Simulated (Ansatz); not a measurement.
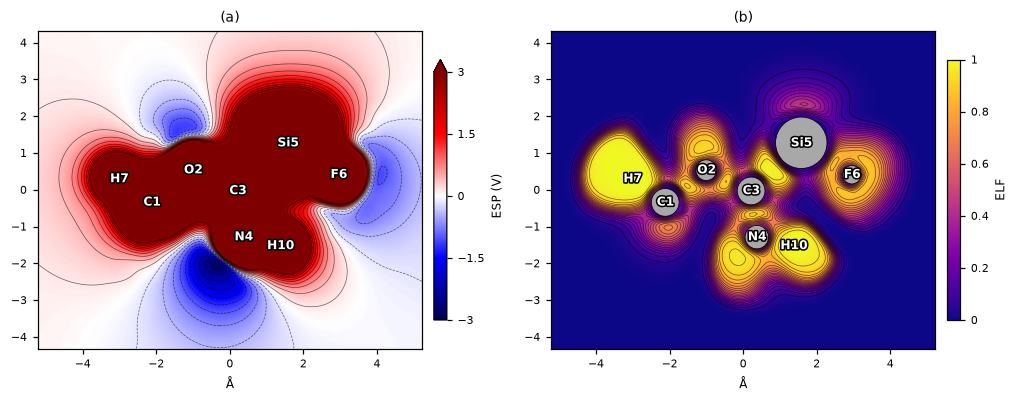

Figure. C₂H₆FNOSi (SMILES COC(=N)[SiH2]F). (a) molecular electrostatic potential; (b) electron localisation function on the plane of atoms C1, O2 and C3. Grey discs cover the atomic cores in the ELF map.

The calculation used RKS CAM-B3LYP-D4/def2-SVP (Ansatz).

The calculation's input:

```
crystal:
  periodic: [false, false, false]
  atoms:
    - { symbol: C, position_ang: [0.9339, -1.5136, 1.3223] }
    - { symbol: O, position_ang: [0.3841, -1.0307, 0.0396] }
    - { symbol: C, position_ang: [-0.1361, 0.2452, -0.0241] }
    - { symbol: "N", position_ang: [-0.0392, 1.0119, 1.0381] }
    - { symbol: Si, position_ang: [-0.7679, 0.8347, -1.7185] }
    - { symbol: F, position_ang: [-1.2874, 2.3702, -1.5061] }
    - { symbol: H, position_ang: [1.2676, -2.4939, 1.1967] }
    - { symbol: H, position_ang: [0.1246, -1.4462, 2.0512] }
    - { symbol: H, position_ang: [1.7313, -0.8294, 1.6712] }
    - { symbol: H, position_ang: [-0.5147, 1.9244, 0.8464] }
    - { symbol: H, position_ang: [-1.927, 0.0177, -2.1512] }
    - { symbol: H, position_ang: [0.3077, 0.8544, -2.7316] }
basis:
  gaussian: { orbitals: def2-SVP }
hamiltonian:
  xc: cam_b3lyp
  dispersion: d4
relax:
  f_tol: 0.015
  max_steps: 40
output:
  orbitals: {}
```

Run with:

```sh
ansatz run input.yaml --threads 2 --pin off --max-ram 3072MiB --backend cpu --events-out ev --progress --plain --runs-dir out
```

The fields are those of the relaxed geometry.

What do the fields say about this system?

Answer. The plane passes through C, O, N, Si, F and H nuclei. C–N (1.27 Å): the ELF peaks at about 0.90 between the atoms: a multiple bond. C–O (1.34 Å): the ELF peaks at about 0.90 between the atoms; a shared but strongly polarised pair. Si–F (1.63 Å): the ELF peaks at about 0.85 in the valence shell of F, 0.6 Å from its nucleus, and is about 0.35 at the midpoint. C–Si (1.89 Å): the ELF peaks at about 1 between the atoms; a covalent bond. N–H (1.02 Å): the ELF climbs to about 1 towards the hydrogen, as it does in any bond to H; an ordinary covalent bond to hydrogen. The ELF also peaks beside N4, F6 and O2, away from the bonds: lone-pair regions. Outside the dense part of the molecule the potential is most negative (−2.6 V) near N4.
